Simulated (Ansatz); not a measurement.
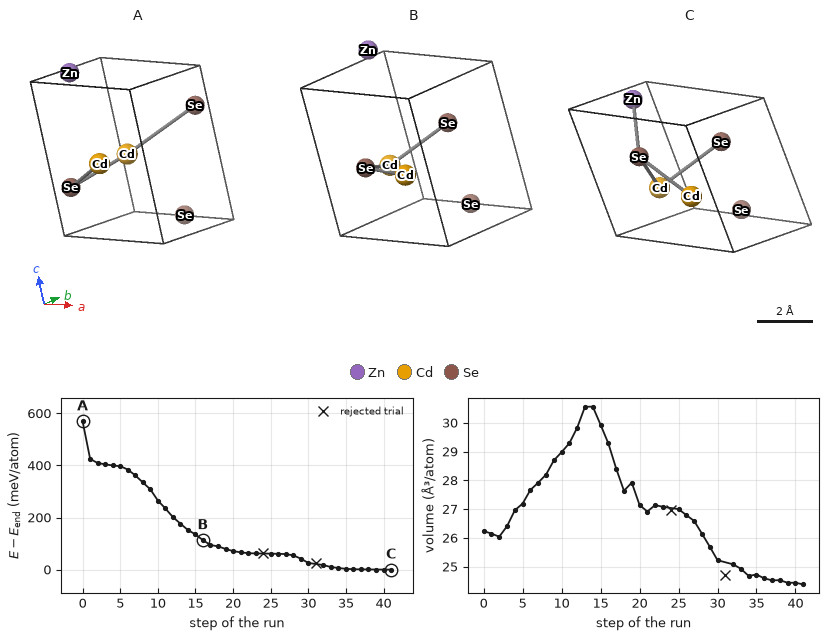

Frames of a relaxation of a crystal of ZnCd2Se3 (built on the CeAl2Cu3-65 type type), marked on the history of the run. Style: ball-and-stick. Shown: the cell of the calculation, reduced to other axes, slightly off an axis. Lengths and directions refer to the drawn axes.

Case: shaken.

Theory: DFT, PBEsol, plane waves, PAW in Ansatz. (plane-wave cutoff 420 eV; k-point mesh 4 × 4 × 4; occupations fermi dirac; smearing width 0.05 eV; no spin polarisation; cell and atoms relaxed; force threshold 0.01 eV/Å; at most 120 steps)

### What happens along the run?

The run was cut off at its time limit before the relaxation converged, so the last structure is only a point on the way. After 39 accepted moves (41 points after the start) the energy has fallen by 569 meV per atom. The largest force component goes from 2.3 to 0.057 eV/Å. The pressure goes from 3.37 to 0.03 GPa. The line search rejected the trial steps at points 24, 31 of the run. A Se atom moves most relative to the cell: 1.72 Å along [2 1 3]. By element the largest moves are Se 1.72 Å, Cd 1.67 Å, Zn 1.02 Å. The drawn cell changes as follows: a 4.000 → 4.648 Å (+16.2 %), b 6.369 → 6.209 Å (−2.5 %), c 6.904 → 5.847 Å (−15.3 %), α 116.5° → 117.7°, β 90.5° → 101.7°, γ 90.1° → 83.8°; the volume changes by −7.1 %. Some distances before and after: Cd–Se 3.250 → 6.294 Å, Cd–Se 3.084 → 5.301 Å, Se–Zn 4.246 → 2.472 Å, Se–Se 2.824 → 4.437 Å. New bonds form, among them: Se–Zn (4.25 → 2.47 Å). Bonds break, among them: Cd–Se (3.08 → 5.30 Å). Among the angles between lasting bonds that change: Se–Cd–Se 174.6° → 78.5°, Se–Cd–Se 172.6° → 80.0°, Cd–Se–Cd 114.5° → 61.0°. The space group stays P1 (No. 1). The run took 25 min on 2 threads of Arm Neoverse N1, on a shared host, peak memory 0.69 GiB. From step 0 to 16: a Se atom moves most (1.69 Å), volume +11.6 %, energy −456 meV per atom. From step 16 to 41: a Se atom moves most (0.87 Å), volume −16.7 %, energy −113 meV per atom.
